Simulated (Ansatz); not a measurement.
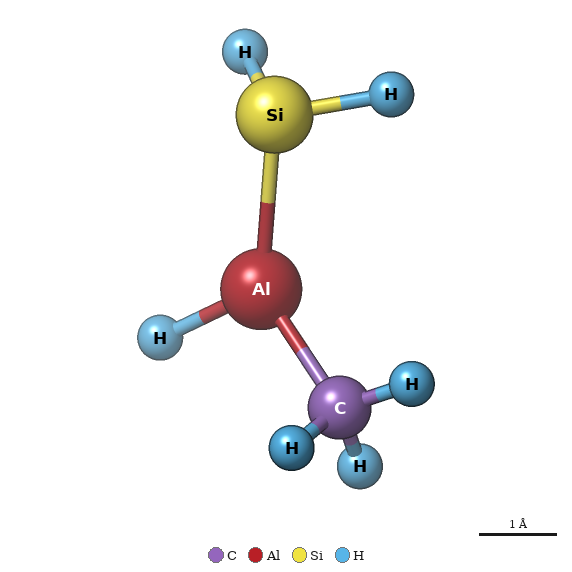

Atoms fade into the background with distance from the viewer. State: charge −1, singlet. Computed geometry: PBE-D4/def2-SVPD optimisation. No frequency run is at hand to confirm it as a minimum. Masses are those of the most abundant isotopes; constants are for the rigid equilibrium geometry.

Question: Classify the rotor and give the rotational constants (cm⁻¹).

Answer: An asymmetric top (C1): A = 0.597, B = 0.0936, C = 0.0836 cm⁻¹. Ray's parameter κ is −0.96, close to the prolate limit.
